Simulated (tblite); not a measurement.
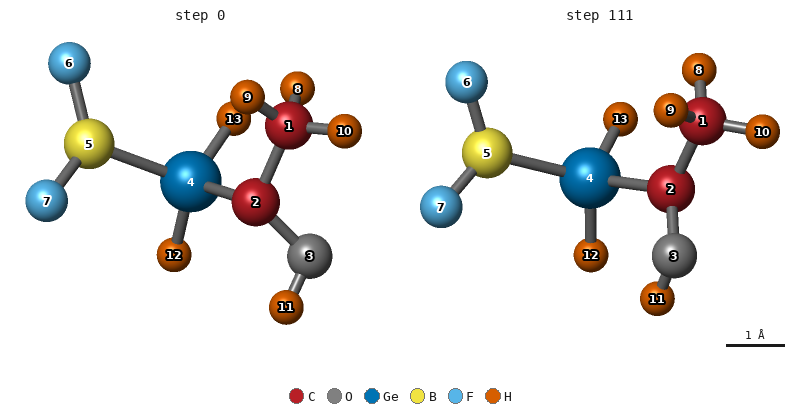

The structure of C2H6BF2GeO (multiplicity 2) before (left) and after (right) a relaxation, at one scale.

Style: ball-and-stick. Shown at a tilt.

Level of theory: tblite, GFN2-xTB geometry optimisation, gas phase. 

Describe what moved and what it gained.

Answer. After 111 geometry steps the energy has fallen by 32.9 kcal/mol. The largest move after the best rigid fit is that of O3, 0.98 Å. Largest moves by element: O 0.98 Å, H 0.52 Å, C 0.48 Å, F 0.45 Å, B 0.17 Å, Ge 0.14 Å. Some distances before and after: B5–F7 1.447 → 1.321 Å, B5–F6 1.435 → 1.320 Å, Ge4–H13 1.539 → 1.497 Å, C1–H10 1.121 → 1.091 Å. Among the angles between lasting bonds that change: C1–C2–Ge4 106.0° → 121.5°, O3–C2–Ge4 107.3° → 119.0°, F6–B5–F7 124.0° → 113.6°. Groups turn about Ge4–B5 by about 20°.
